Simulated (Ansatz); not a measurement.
**CdS: pressure series**

Base system: CdS in the zinc blende structure (space group F-43m, No. 216; a = 5.824 Å).

Cell and atoms are relaxed at each pressure.

The values are results of PBEsol (Ansatz, a quantum-chemistry and plane-wave program; PAW; 420 eV plane waves; without spin-orbit coupling), not measurements.

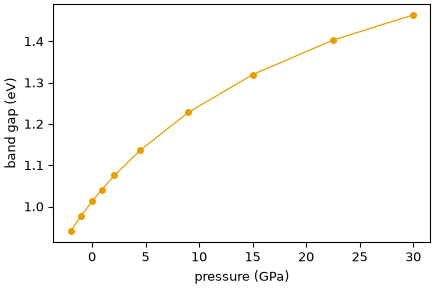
Band gap against pressure

```json
[
 {"pressure (GPa)": "-2", "band gap": "0.94 eV"},
 {"pressure (GPa)": "-1", "band gap": "0.98 eV"},
 {"pressure (GPa)": "0.9", "band gap": "1.04 eV"},
 {"pressure (GPa)": "2.1", "band gap": "1.08 eV"},
 {"pressure (GPa)": "4.5", "band gap": "1.14 eV"},
 {"pressure (GPa)": "9", "band gap": "1.23 eV"},
 {"pressure (GPa)": "15", "band gap": "1.32 eV"},
 {"pressure (GPa)": "22.5", "band gap": "1.40 eV"},
 {"pressure (GPa)": "30", "band gap": "1.46 eV"}
]
```

Load acts through the strain it causes; cell and atoms are relaxed under it. Whether these cells are dynamically stable was not tested. Tetrahedral semiconductors of this kind turn to denser phases somewhere between about 1 and 50 GPa; those were not computed, so compressed cells here can lie past the real transition.
